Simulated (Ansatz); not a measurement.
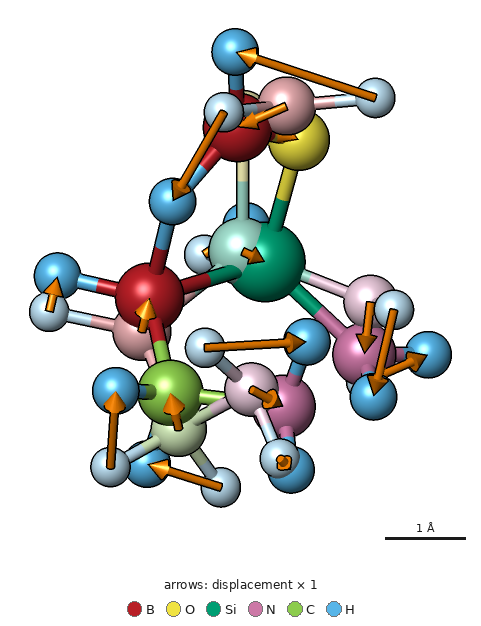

A relaxation of CH10B2N2OSi. The starting structure is drawn faded, the final one solid; orange arrows show the displacements, at their true length. The two geometries are superimposed by the best rigid fit.

Style: ball-and-stick. Shown from a free direction.

The run prepares an end point of a later path (inversion) calculation, from a guessed geometry.

All numbers below come from RKS r2SCAN-D4/6-31G* (Ansatz 0.2.0).

Input
```yaml
crystal:
  periodic: [false, false, false]
  atoms:
    - { symbol: B, position_ang: [1.0905, -1.4672, 1.7831] }
    - { symbol: O, position_ang: [2.1582, -0.9669, 0.9461] }
    - { symbol: Si, position_ang: [1.4569, -0.3004, -0.5128] }
    - { symbol: "N", position_ang: [0.59, -1.5186, -1.3764] }
    - { symbol: B, position_ang: [0.4423, 1.2964, -0.1502] }
    - { symbol: C, position_ang: [-1.1066, 1.3955, -0.504] }
    - { symbol: "N", position_ang: [-1.834, 0.404, 0.2774] }
    - { symbol: H, position_ang: [0.6924, -2.5174, 1.6715] }
    - { symbol: H, position_ang: [0.5526, -0.6754, 2.6013] }
    - { symbol: H, position_ang: [2.6027, 0.1025, -1.3498] }
    - { symbol: H, position_ang: [-0.3583, -1.7049, -0.7927] }
    - { symbol: H, position_ang: [0.2285, -1.0815, -2.2522] }
    - { symbol: H, position_ang: [0.9218, 2.2632, 0.3448] }
    - { symbol: H, position_ang: [-1.2493, 1.1809, -1.5696] }
    - { symbol: H, position_ang: [-1.4858, 2.3891, -0.2906] }
    - { symbol: H, position_ang: [-1.8851, 0.7572, 1.2875] }
    - { symbol: H, position_ang: [-2.8359, 0.4432, -0.0732] }
basis:
  gaussian: { orbitals: "6-31G*" }
hamiltonian:
  xc: r2scan
  dispersion: d4
relax:
  f_tol: 0.015
  max_steps: 40
```

Run as
```bash
ansatz run input.yaml --threads 2 --pin off --max-ram 3072MiB --backend cpu --events-out ev --progress --plain --runs-dir out
```

**What did the optimiser do to the structure, and how much energy did it gain?**

H8 moves most after the best rigid fit: 1.94 Å. Largest moves by element: H 1.94 Å, O 0.82 Å, B 0.67 Å, N 0.67 Å, C 0.57 Å, Si 0.32 Å. Among the contacts that change: B5–H9 3.387 → 1.516 Å, B1–B5 3.434 → 2.456 Å, B1–O2 1.446 → 1.318 Å, N4–H11 1.129 → 1.021 Å. Among the angles between lasting bonds that change: Si3–N4–H12 107.3° → 126.0°, O2–Si3–B5 111.7° → 93.4°, B5–Si3–H10 106.8° → 124.9°. Groups turn about B1–O2 by about 95°, O2–Si3 by about 60°. The energy falls by 1.865 eV in 28 accepted moves (30 points after the start). The largest force component goes from 3.5 to 0.01 eV/Å. The line search rejected the trial steps at points 12, 26 of the run.
